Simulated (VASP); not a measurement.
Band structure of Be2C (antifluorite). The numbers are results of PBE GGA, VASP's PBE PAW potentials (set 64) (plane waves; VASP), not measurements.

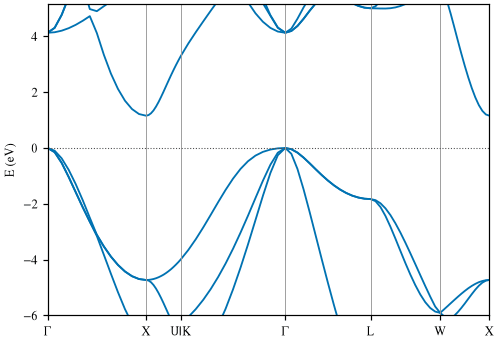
Figure. Bands along high-symmetry lines, zero at the valence-band maximum or, without a gap, the Fermi level

### Question
Read the plot: is there a gap, and where are the band edges?

### Answer
The gap is indirect, 1.16 eV, from the valence maximum at Γ to the conduction minimum at X. (Edges off the drawn lines would not show.)

The compound is Be2C in the antifluorite structure. It was relaxed first.
